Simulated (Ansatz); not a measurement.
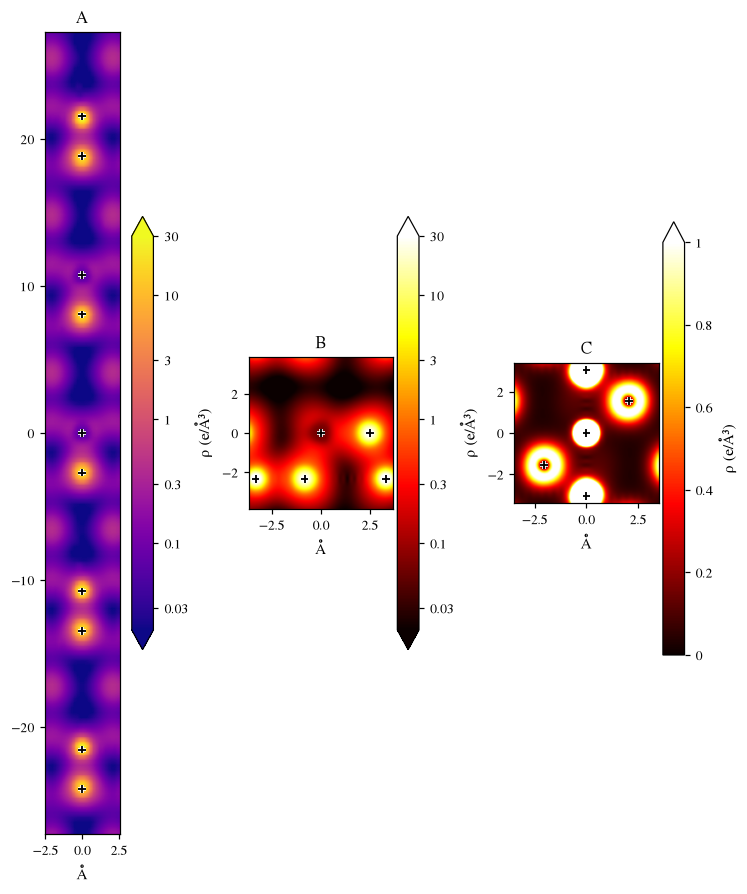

The valence charge density (pseudo) of 3 systems, each on a plane through atoms (crosses mark nuclei in the plane).

These are results of DFT PBE, scalar-relativistic, plane waves, PAW in Ansatz, not measurements.

System 1: Al$_{5}$GaAs$_{6}$, the (11̄0) plane of the conventional cell. Space group P31m; a structure generated by program, which may or may not match a known phase.

```cif
data_structure
_symmetry_space_group_name_H-M 'P 1'
_symmetry_Int_Tables_number 1
_cell_length_a 7.0028
_cell_length_b 7.0028
_cell_length_c 6.6482
_cell_angle_alpha 90.000
_cell_angle_beta 90.000
_cell_angle_gamma 120.000
_cell_volume 282.34
loop_
_atom_site_label
_atom_site_type_symbol
_atom_site_fract_x
_atom_site_fract_y
_atom_site_fract_z
_atom_site_occupancy
Al1 Al 0.33363 0.33363 0.99941 1
Al2 Al 0.00000 0.66637 0.99941 1
Al3 Al 0.66637 0.00000 0.99941 1
Al4 Al 0.66667 0.33333 0.49995 1
Al5 Al 0.33333 0.66667 0.49995 1
Ga1 Ga 0.00000 0.00000 0.50057 1
As1 As 0.33414 0.33414 0.37378 1
As2 As 0.00000 0.66586 0.37378 1
As3 As 0.66586 0.00000 0.37378 1
As4 As 0.66667 0.33333 0.87400 1
As5 As 0.33333 0.66667 0.87400 1
As6 As 0.00000 0.00000 0.87598 1
```

System 2: Mg$_{5}$NiS$_{6}$, the (010) plane of the conventional cell. Space group P-31m; a structure generated by program, which may or may not match a known phase; spin-polarised.

```xyz
12
Lattice="6.2862 0.0000 0.0000 -3.1431 5.4440 0.0000 0.0000 0.0000 6.0841" Properties=species:S:1:pos:R:3 pbc="T T T"
Mg    0.0000    3.6294    0.0000
Mg    0.0000    0.0000    0.0000
Mg    3.1431    1.8147    0.0000
Mg    0.0000    3.6294    3.0421
Mg    3.1431    1.8147    3.0421
Ni    0.0000    0.0000    3.0421
S     2.0517    0.0000    1.5615
S    -1.0258    1.7768    1.5615
S     2.1173    3.6672    1.5615
S     4.2345    0.0000    4.5226
S     1.0258    1.7768    4.5226
S    -2.1173    3.6672    4.5226
```

System 3: Al$_{2}$Ga$_{3}$Sb$_{5}$, the (010) plane of the conventional cell. Space group R3m; a structure generated by program, which may or may not match a known phase.

### Which map belongs to which system?

Panel A is system 3, Al$_{2}$Ga$_{3}$Sb$_{5}$: the plane holds Al, Ga and Sb. Ga–Sb (2.69 Å): ρ is about 0.4 e/Å³ halfway. Panel B is system 1, Al$_{5}$GaAs$_{6}$: the plane holds Al, Ga and As. Al–As (2.48 Å): the density is about 0.47 e/Å³ at the midpoint. Panel C is system 2, Mg$_{5}$NiS$_{6}$: the plane holds Mg, Ni and S. Ni–S (2.53 Å): ρ at the midpoint is about 0.35 e/Å³.
